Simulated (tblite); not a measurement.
**C6H11FSSi: geometry relaxation**

C6H11FSSi, computed with GFN2-xTB geometry optimisation, gas phase (tblite 0.8.0).

It belongs to a series of runs on one base structure; here: C replaced by Si.

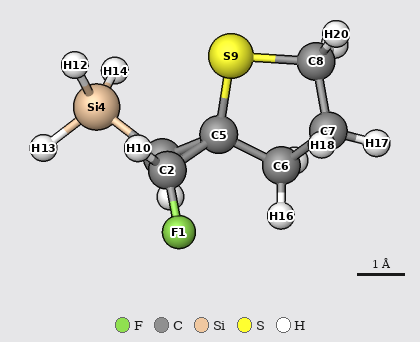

The starting structure (ball-and-stick view, seen at a tilt; atoms are numbered from 1 in the order of the input).

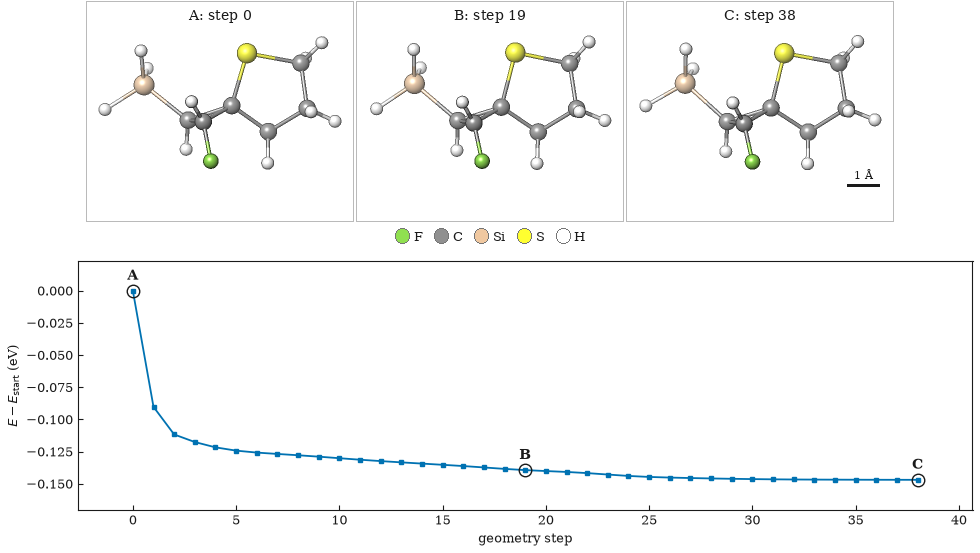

Frames of the relaxation (ball-and-stick view, seen at a tilt) above the curves, on which the letters mark them (steps are counted from 0).

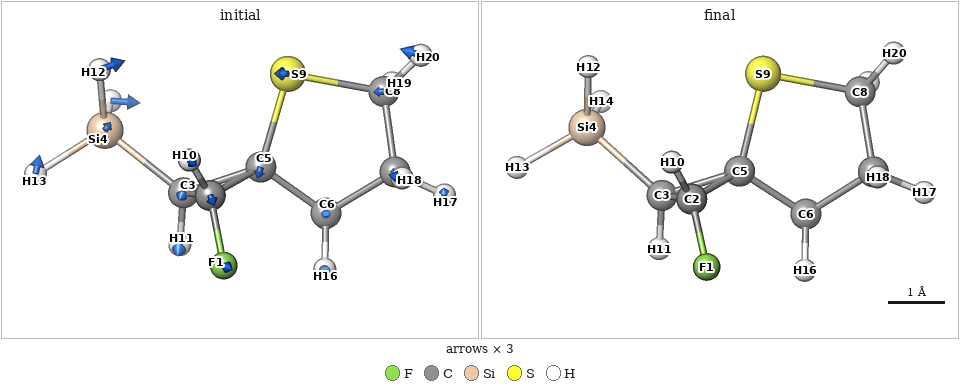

Before (left) and after (right) the relaxation, at one scale (ball-and-stick view, seen at a tilt). The blue arrows give the displacements, magnified 3 times. The energy falls by 0.147 eV in 38 geometry steps. The largest force component goes from 1.4 to 0.008 eV/Å. The atom that moves furthest after the best rigid fit is H14 (0.18 Å). Largest moves by element: H 0.18 Å, S 0.10 Å, C 0.08 Å, F 0.08 Å, Si 0.07 Å. Distances before and after: C5–S9 1.760 → 1.816 Å, C3–Si4 1.858 → 1.887 Å, Si4–H13 1.488 → 1.463 Å, F1–C2 1.391 → 1.368 Å. Among the angles that change: C3–C5–S9 124.1° → 120.3°, H13–Si4–H14 107.0° → 110.7°, C2–C3–Si4 117.0° → 120.4°. (Atoms are counted from 1 in the order of the input.)

These pictures come from the run below.

### The input
```
{"job": {"kind": "relax", "xc": "GFN2-xTB", "basis": "xTB"}, "charge": 0, "multiplicity": 1}
F      0.679400    -2.525200    -0.521800
C      0.966400    -1.185900    -0.762300
C      1.459900    -0.399800     0.425200
Si     2.922100     0.712900     0.152200
C      0.071700    -0.146000    -0.131800
C     -1.132700    -0.586400     0.665700
C     -2.361500    -0.154800    -0.125400
C     -2.110700     1.274100    -0.580600
S     -0.364100     1.262300    -1.092900
H      1.361000    -1.058600    -1.745500
H      1.500200    -0.920700     1.368100
H      3.050000     1.121300    -1.255300
H      4.154200    -0.030700     0.531200
H      2.845000     1.901300     1.032300
H     -1.119700    -0.077300     1.647200
H     -1.145800    -1.664500     0.862100
H     -3.268600    -0.225700     0.489500
H     -2.498900    -0.821900    -0.989700
H     -2.248000     1.982400     0.243500
H     -2.765000     1.553900    -1.408000
```

The first line tells a small driver script what to run in tblite; the rest is the geometry in Å.

Run as:
```bash
OMP_NUM_THREADS=1 python <driver script> task.json out
```

### The program's output
```
step      E/eV     max force
  0    -765.91478    1.617
  1    -766.00498    0.588
  2    -766.02643    0.269
  3    -766.03232    0.155
  4    -766.03645    0.129
  5    -766.03900    0.096
  6    -766.04052    0.077
  7    -766.04158    0.074
  8    -766.04259    0.077
  9    -766.04369    0.095
 10    -766.04489    0.089
 11    -766.04606    0.076
 12    -766.04713    0.081
 13    -766.04812    0.069
 14    -766.04907    0.082
 15    -766.05001    0.088
 16    -766.05098    0.077
 17    -766.05207    0.095
 18    -766.05319    0.083
 19    -766.05413    0.081
 20    -766.05486    0.074
 21    -766.05556    0.070
 22    -766.05646    0.083
 23    -766.05758    0.083
 24    -766.05866    0.093
 25    -766.05944    0.071
 26    -766.05993    0.044
 27    -766.06030    0.042
 28    -766.06062    0.045
 29    -766.06089    0.036
 30    -766.06112    0.035
 31    -766.06130    0.025
 32    -766.06143    0.028
 33    -766.06151    0.024
 34    -766.06156    0.016
 35    -766.06161    0.015
 36    -766.06165    0.014
 37    -766.06167    0.011
 38    -766.06169    0.010
```

### Trajectory as extended XYZ (Å, eV, eV/Å), 11 of the 39 frames kept, from step=0 to step=38
```
20
Properties=species:S:1:pos:R:3:forces:R:3 step=0 energy=-765.91478
F     0.6794   -2.5252   -0.5218    0.0320   0.5620  -0.2750
C     0.9664   -1.1859   -0.7623   -0.5230  -0.5750   1.1750
C     1.4599   -0.3998    0.4252   -0.3440   0.1650  -0.6310
Si    2.9221    0.7129    0.1522    1.0290   0.7260   0.0320
C     0.0717   -0.1460   -0.1318    0.5660  -1.4400   0.4710
C    -1.1327   -0.5864    0.6657   -0.2610   0.0370   0.5490
C    -2.3615   -0.1548   -0.1254   -0.3940  -0.3180   0.1040
C    -2.1107    1.2741   -0.5806   -0.2910  -0.2930   0.2230
S    -0.3641    1.2623   -1.0929    0.0670   1.1720  -0.7180
H     1.3610   -1.0586   -1.7455    0.2140   0.0440  -0.3610
H     1.5002   -0.9207    1.3681   -0.2580  -0.2550   0.0740
H     3.0500    1.1213   -1.2553   -0.1310  -0.0620   0.1750
H     4.1542   -0.0307    0.5312   -0.3740   0.0980  -0.0960
H     2.8450    1.9013    1.0323   -0.0990  -0.2470  -0.1880
H    -1.1197   -0.0773    1.6472   -0.0310  -0.0770  -0.2750
H    -1.1458   -1.6645    0.8621    0.1400   0.1510  -0.1470
H    -3.2686   -0.2257    0.4895    0.1560   0.0710  -0.1130
H    -2.4989   -0.8219   -0.9897    0.1210   0.2250   0.1320
H    -2.2480    1.9824    0.2435    0.1160  -0.0490  -0.1240
H    -2.7650    1.5539   -1.4080    0.2670   0.0660  -0.0070
20
Properties=species:S:1:pos:R:3:forces:R:3 step=4 energy=-766.03645
F     0.6753   -2.5238   -0.5328   -0.0120  -0.0210  -0.0400
C     0.9615   -1.2030   -0.7431   -0.0250  -0.0580   0.0450
C     1.4682   -0.3918    0.4134   -0.0400   0.0020  -0.0500
Si    2.9580    0.7407    0.1518   -0.0670  -0.0090  -0.0070
C     0.0730   -0.1777   -0.1249    0.0540   0.0980  -0.0190
C    -1.1430   -0.5879    0.6803    0.0780   0.0210   0.0150
C    -2.3693   -0.1648   -0.1176   -0.0310   0.0070   0.0120
C    -2.1168    1.2608   -0.5743    0.0620   0.0090  -0.0040
S    -0.3621    1.2969   -1.1090    0.0090  -0.0860   0.0960
H     1.3611   -1.0597   -1.7389    0.0050  -0.0160   0.0070
H     1.4838   -0.9283    1.3599   -0.0720   0.0030  -0.0830
H     3.0421    1.1210   -1.2515   -0.0410   0.0480  -0.0660
H     4.1404   -0.0309    0.5282    0.0340  -0.0600   0.0130
H     2.8376    1.8975    1.0281   -0.0570   0.0990   0.0470
H    -1.1240   -0.0741    1.6450   -0.0380   0.0220   0.0240
H    -1.1389   -1.6629    0.8576    0.0300  -0.0320   0.0190
H    -3.2720   -0.2231    0.4894   -0.0560   0.0000   0.0050
H    -2.4913   -0.8141   -0.9867    0.0390  -0.0070   0.0050
H    -2.2402    1.9784    0.2383    0.0450  -0.0230   0.0100
H    -2.7486    1.5573   -1.4094    0.0830   0.0020  -0.0290
20
Properties=species:S:1:pos:R:3:forces:R:3 step=8 energy=-766.04259
F     0.6711   -2.5297   -0.5390   -0.0160  -0.0020   0.0130
C     0.9578   -1.2087   -0.7422   -0.0070   0.0350  -0.0460
C     1.4677   -0.3913    0.4067    0.0170  -0.0350   0.0160
Si    2.9558    0.7462    0.1512   -0.0090   0.0160  -0.0020
C     0.0753   -0.1748   -0.1241   -0.0420  -0.0440  -0.0030
C    -1.1387   -0.5864    0.6845   -0.0460  -0.0050   0.0120
C    -2.3700   -0.1659   -0.1136    0.0370   0.0000  -0.0090
C    -2.1100    1.2584   -0.5726    0.0200   0.0030   0.0070
S    -0.3568    1.2933   -1.1007    0.0380   0.0260  -0.0210
H     1.3608   -1.0635   -1.7356   -0.0080  -0.0130  -0.0370
H     1.4696   -0.9296    1.3486    0.0040  -0.0210   0.0480
H     3.0331    1.1290   -1.2580   -0.0320   0.0210   0.0460
H     4.1388   -0.0377    0.5282   -0.0650   0.0350  -0.0210
H     2.8263    1.9090    1.0314   -0.0320  -0.0320  -0.0420
H    -1.1297   -0.0704    1.6487    0.0120   0.0010   0.0140
H    -1.1313   -1.6633    0.8603    0.0220   0.0250   0.0290
H    -3.2789   -0.2227    0.4885    0.0420   0.0000  -0.0290
H    -2.4840   -0.8145   -0.9844    0.0100  -0.0180   0.0130
H    -2.2314    1.9750    0.2402    0.0140   0.0060   0.0150
H    -2.7309    1.5583   -1.4144    0.0400   0.0010  -0.0030
20
Properties=species:S:1:pos:R:3:forces:R:3 step=11 energy=-766.04606
F     0.6656   -2.5304   -0.5414   -0.0220  -0.0250  -0.0140
C     0.9515   -1.2099   -0.7495    0.0530  -0.0190   0.0490
C     1.4652   -0.3985    0.4047    0.0160  -0.0140   0.0160
Si    2.9460    0.7495    0.1508   -0.0300  -0.0060  -0.0100
C     0.0731   -0.1793   -0.1217    0.0280   0.0410  -0.0570
C    -1.1393   -0.5847    0.6898    0.0280  -0.0090  -0.0030
C    -2.3642   -0.1657   -0.1138    0.0010  -0.0010  -0.0140
C    -2.0995    1.2588   -0.5704    0.0320  -0.0010  -0.0200
S    -0.3447    1.2921   -1.0965   -0.0150   0.0400   0.0050
H     1.3596   -1.0688   -1.7431   -0.0540   0.0060   0.0210
H     1.4609   -0.9339    1.3490    0.0450  -0.0400   0.0070
H     3.0197    1.1406   -1.2560   -0.0290   0.0110   0.0360
H     4.1271   -0.0369    0.5246   -0.0410   0.0400  -0.0150
H     2.8110    1.9138    1.0270   -0.0290  -0.0300  -0.0220
H    -1.1314   -0.0681    1.6531    0.0240   0.0300   0.0150
H    -1.1216   -1.6589    0.8692   -0.0320  -0.0460   0.0350
H    -3.2757   -0.2224    0.4817   -0.0010   0.0170   0.0100
H    -2.4765   -0.8192   -0.9801    0.0220  -0.0030  -0.0320
H    -2.2219    1.9736    0.2452    0.0080  -0.0090  -0.0320
H    -2.7102    1.5590   -1.4191   -0.0040   0.0190   0.0240
20
Properties=species:S:1:pos:R:3:forces:R:3 step=15 energy=-766.05001
F     0.6547   -2.5356   -0.5469   -0.0100  -0.0120   0.0000
C     0.9523   -1.2165   -0.7488   -0.0470  -0.0140  -0.0080
C     1.4649   -0.4098    0.4068    0.0080  -0.0200   0.0060
Si    2.9276    0.7515    0.1490    0.0120   0.0170  -0.0010
C     0.0769   -0.1808   -0.1235    0.0000  -0.0460   0.0750
C    -1.1335   -0.5844    0.6946   -0.0110   0.0060  -0.0070
C    -2.3556   -0.1667   -0.1162    0.0150   0.0000   0.0010
C    -2.0840    1.2582   -0.5715   -0.0300  -0.0040  -0.0030
S    -0.3313    1.2983   -1.0910    0.0330  -0.0380   0.0230
H     1.3476   -1.0735   -1.7466    0.0090   0.0030   0.0180
H     1.4623   -0.9476    1.3501    0.0330  -0.0250  -0.0070
H     2.9975    1.1568   -1.2495   -0.0290   0.0110  -0.0510
H     4.1083   -0.0280    0.5179    0.0510   0.0020   0.0070
H     2.7857    1.9144    1.0194   -0.0390   0.0220   0.0400
H    -1.1266   -0.0603    1.6565    0.0280   0.0050  -0.0540
H    -1.1184   -1.6593    0.8858   -0.0190   0.0430  -0.0130
H    -3.2710   -0.2178    0.4752    0.0210   0.0080  -0.0130
H    -2.4628   -0.8236   -0.9820    0.0160   0.0280  -0.0030
H    -2.2096    1.9708    0.2445    0.0000   0.0060   0.0000
H    -2.6901    1.5646   -1.4200   -0.0400   0.0080  -0.0070
20
Properties=species:S:1:pos:R:3:forces:R:3 step=19 energy=-766.05413
F     0.6388   -2.5465   -0.5533   -0.0010  -0.0070   0.0120
C     0.9445   -1.2284   -0.7472    0.0240   0.0020  -0.0120
C     1.4693   -0.4291    0.4101    0.0360  -0.0210  -0.0230
Si    2.9107    0.7586    0.1457    0.0350   0.0120  -0.0030
C     0.0829   -0.1908   -0.1118   -0.0070   0.0010  -0.0420
C    -1.1296   -0.5825    0.6984   -0.0310   0.0130   0.0240
C    -2.3441   -0.1653   -0.1205   -0.0210   0.0350  -0.0140
C    -2.0715    1.2586   -0.5751    0.0240   0.0360   0.0060
S    -0.3106    1.2949   -1.0771   -0.0220  -0.0130   0.0000
H     1.3349   -1.0778   -1.7447    0.0260  -0.0170  -0.0180
H     1.4760   -0.9724    1.3496    0.0260  -0.0190   0.0020
H     2.9632    1.1770   -1.2537   -0.0200  -0.0230   0.0220
H     4.1005   -0.0140    0.5110    0.0230   0.0540  -0.0150
H     2.7453    1.9186    1.0215   -0.0190  -0.0340   0.0060
H    -1.1140   -0.0465    1.6500   -0.0380   0.0350   0.0620
H    -1.1223   -1.6532    0.9018   -0.0150  -0.0220  -0.0060
H    -3.2618   -0.2109    0.4656   -0.0200  -0.0260  -0.0080
H    -2.4426   -0.8210   -0.9874   -0.0090   0.0020  -0.0060
H    -2.1961    1.9690    0.2424   -0.0100   0.0200   0.0160
H    -2.6787    1.5723   -1.4216    0.0200  -0.0290  -0.0030
20
Properties=species:S:1:pos:R:3:forces:R:3 step=23 energy=-766.05758
F     0.6279   -2.5556   -0.5552    0.0280   0.0060  -0.0080
C     0.9436   -1.2392   -0.7493   -0.0070  -0.0110   0.0050
C     1.4797   -0.4482    0.4072   -0.0420   0.0270   0.0060
Si    2.9039    0.7644    0.1435   -0.0560  -0.0470   0.0130
C     0.0872   -0.2009   -0.1067    0.0230   0.0070   0.0470
C    -1.1317   -0.5772    0.7070    0.0460  -0.0040  -0.0160
C    -2.3393   -0.1579   -0.1244    0.0180  -0.0430   0.0490
C    -2.0598    1.2660   -0.5744   -0.0330  -0.0420   0.0260
S    -0.2984    1.2897   -1.0682    0.0170   0.0260  -0.0170
H     1.3330   -1.0872   -1.7480   -0.0060  -0.0340   0.0010
H     1.4953   -0.9956    1.3460    0.0020   0.0120  -0.0490
H     2.9314    1.1860   -1.2536    0.0030  -0.0070  -0.0080
H     4.1066    0.0129    0.5018    0.0540   0.0430  -0.0100
H     2.7086    1.9128    1.0269   -0.0030  -0.0150   0.0120
H    -1.1157   -0.0296    1.6564   -0.0330  -0.0550  -0.0520
H    -1.1317   -1.6494    0.9124   -0.0190   0.0460   0.0260
H    -3.2612   -0.2117    0.4546   -0.0250   0.0130  -0.0140
H    -2.4296   -0.8153   -0.9923    0.0050   0.0340   0.0160
H    -2.1893    1.9747    0.2445   -0.0020   0.0190  -0.0190
H    -2.6654    1.5717   -1.4245    0.0320   0.0260  -0.0060
20
Properties=species:S:1:pos:R:3:forces:R:3 step=27 energy=-766.06030
F     0.6228   -2.5641   -0.5576    0.0140  -0.0070   0.0130
C     0.9411   -1.2485   -0.7508   -0.0160   0.0090   0.0000
C     1.4837   -0.4621    0.4051    0.0030  -0.0030  -0.0020
Si    2.8915    0.7642    0.1426    0.0240   0.0180  -0.0090
C     0.0923   -0.2070   -0.0994   -0.0250  -0.0010  -0.0230
C    -1.1293   -0.5740    0.7120   -0.0300  -0.0160  -0.0040
C    -2.3335   -0.1557   -0.1225   -0.0160   0.0190  -0.0250
C    -2.0515    1.2676   -0.5710    0.0200   0.0170  -0.0160
S    -0.2863    1.2884   -1.0605   -0.0060  -0.0020   0.0270
H     1.3291   -1.1013   -1.7509   -0.0200  -0.0030   0.0010
H     1.5116   -1.0160    1.3374   -0.0250  -0.0100   0.0170
H     2.9031    1.1927   -1.2531    0.0090  -0.0080  -0.0010
H     4.1187    0.0461    0.4910    0.0130   0.0330  -0.0120
H     2.6750    1.9038    1.0330    0.0040  -0.0120   0.0090
H    -1.1219   -0.0224    1.6565    0.0140  -0.0050   0.0110
H    -1.1414   -1.6419    0.9275    0.0210  -0.0330   0.0150
H    -3.2637   -0.2104    0.4436    0.0100   0.0090   0.0170
H    -2.4168   -0.8064   -0.9946    0.0010  -0.0150  -0.0100
H    -2.1830    1.9821    0.2428    0.0000  -0.0040  -0.0080
H    -2.6468    1.5754   -1.4275    0.0060   0.0130   0.0000
20
Properties=species:S:1:pos:R:3:forces:R:3 step=30 energy=-766.06112
F     0.6244   -2.5671   -0.5562   -0.0060  -0.0020   0.0160
C     0.9375   -1.2503   -0.7513    0.0250  -0.0230   0.0080
C     1.4841   -0.4657    0.4045   -0.0060  -0.0020  -0.0010
Si    2.8902    0.7655    0.1416   -0.0210  -0.0090   0.0020
C     0.0905   -0.2095   -0.0986    0.0130  -0.0160   0.0110
C    -1.1320   -0.5755    0.7125    0.0150  -0.0030   0.0160
C    -2.3335   -0.1538   -0.1241    0.0030  -0.0080  -0.0040
C    -2.0477    1.2692   -0.5715   -0.0030   0.0080  -0.0040
S    -0.2827    1.2885   -1.0549    0.0160   0.0090   0.0010
H     1.3248   -1.1066   -1.7517   -0.0170   0.0160  -0.0110
H     1.5121   -1.0226    1.3361   -0.0190   0.0100  -0.0090
H     2.8967    1.1931   -1.2537    0.0070   0.0010  -0.0120
H     4.1260    0.0620    0.4857    0.0140   0.0120  -0.0060
H     2.6662    1.8991    1.0366    0.0040   0.0060   0.0110
H    -1.1225   -0.0230    1.6563    0.0040   0.0100   0.0170
H    -1.1415   -1.6429    0.9343   -0.0010  -0.0150  -0.0200
H    -3.2633   -0.2081    0.4423   -0.0030   0.0100   0.0020
H    -2.4132   -0.8051   -0.9961   -0.0190  -0.0110  -0.0140
H    -2.1813    1.9842    0.2407   -0.0020   0.0020   0.0140
H    -2.6399    1.5793   -1.4289   -0.0050   0.0060  -0.0170
20
Properties=species:S:1:pos:R:3:forces:R:3 step=34 energy=-766.06156
F     0.6250   -2.5694   -0.5528    0.0000  -0.0030   0.0020
C     0.9383   -1.2532   -0.7507   -0.0090   0.0040   0.0000
C     1.4841   -0.4674    0.4042    0.0100  -0.0040   0.0000
Si    2.8882    0.7655    0.1412    0.0080   0.0090  -0.0010
C     0.0908   -0.2121   -0.0975    0.0020   0.0070  -0.0050
C    -1.1319   -0.5768    0.7138   -0.0010   0.0040  -0.0090
C    -2.3330   -0.1538   -0.1252    0.0020   0.0060   0.0020
C    -2.0467    1.2704   -0.5723    0.0070  -0.0060   0.0010
S    -0.2795    1.2891   -1.0516   -0.0030  -0.0060   0.0030
H     1.3199   -1.1069   -1.7532   -0.0070  -0.0030   0.0030
H     1.5094   -1.0242    1.3353    0.0010  -0.0010   0.0110
H     2.8956    1.1928   -1.2552   -0.0010   0.0000   0.0060
H     4.1314    0.0719    0.4820   -0.0070   0.0050  -0.0060
H     2.6635    1.8970    1.0399    0.0010  -0.0010  -0.0010
H    -1.1222   -0.0232    1.6578   -0.0010  -0.0080  -0.0040
H    -1.1418   -1.6450    0.9340   -0.0060   0.0060  -0.0140
H    -3.2630   -0.2054    0.4417    0.0030   0.0030  -0.0040
H    -2.4148   -0.8054   -0.9977   -0.0070   0.0050   0.0120
H    -2.1812    1.9849    0.2410   -0.0010  -0.0100  -0.0040
H    -2.6373    1.5819   -1.4312    0.0100  -0.0070   0.0060
20
Properties=species:S:1:pos:R:3:forces:R:3 step=38 energy=-766.06169
F     0.6246   -2.5707   -0.5514   -0.0030   0.0030  -0.0010
C     0.9375   -1.2543   -0.7502    0.0020   0.0000   0.0030
C     1.4855   -0.4692    0.4043   -0.0050   0.0040   0.0030
Si    2.8875    0.7667    0.1410   -0.0040  -0.0030   0.0010
C     0.0918   -0.2125   -0.0969   -0.0010  -0.0010   0.0050
C    -1.1317   -0.5765    0.7133   -0.0020  -0.0040   0.0010
C    -2.3323   -0.1529   -0.1252   -0.0030  -0.0020   0.0000
C    -2.0446    1.2701   -0.5724    0.0010   0.0030  -0.0010
S    -0.2777    1.2887   -1.0502    0.0060   0.0040  -0.0060
H     1.3168   -1.1078   -1.7535    0.0020  -0.0060   0.0010
H     1.5093   -1.0253    1.3363    0.0070   0.0030  -0.0030
H     2.8937    1.1935   -1.2551   -0.0030   0.0040  -0.0020
H     4.1323    0.0766    0.4796    0.0040  -0.0030   0.0000
H     2.6613    1.8965    1.0410   -0.0010   0.0040   0.0010
H    -1.1223   -0.0243    1.6579    0.0000  -0.0060   0.0010
H    -1.1433   -1.6447    0.9317   -0.0010  -0.0060  -0.0060
H    -3.2626   -0.2036    0.4408   -0.0020   0.0050   0.0080
H    -2.4162   -0.8049   -0.9967    0.0000  -0.0030  -0.0030
H    -2.1807    1.9837    0.2410    0.0030   0.0040   0.0030
H    -2.6341    1.5816   -1.4315    0.0010  -0.0010  -0.0050
```

### Key numbers

```json
{"quantity": "outcome", "value": "converged"}
{"quantity": "total energy", "value": "−766.0617 eV"}
{"quantity": "hardware", "value": "1 CPU thread, shared host"}
{"quantity": "peak memory", "value": "0.18 GiB"}
```
